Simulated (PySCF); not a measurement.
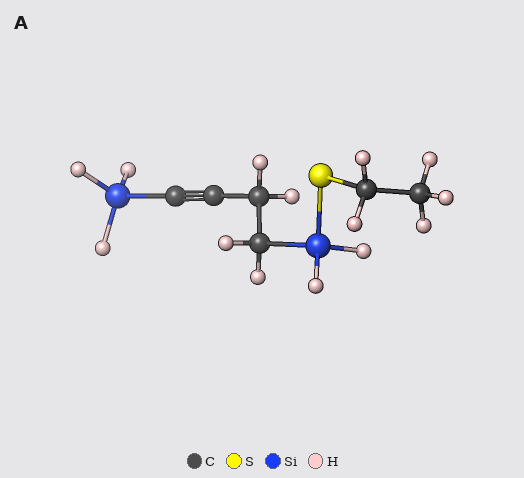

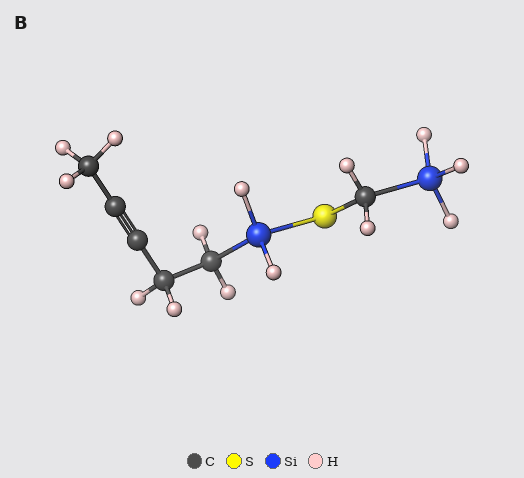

2 stationary structures of one formula. Geometries: GFN2-xTB. Electronic energies: PBE0/pcSseg-1 (PySCF 2.14.0), without zero-point energy. No frequency run is at hand to confirm each as a minimum. Each is one conformer, not always the lowest.

Question: Which is lowest in energy, and by how much?

Answer: A is lowest; B lies 6.5 kcal/mol above it. A is `CCS[SiH2]CCC#C[SiH3]`, B is `CC#CCC[SiH2]SC[SiH3]`.

The geometry is semi-empirical. Around Si such bond lengths and angles can be off by a tenth of an ångström or more and by several degrees, and values that hang on the shape move with them.
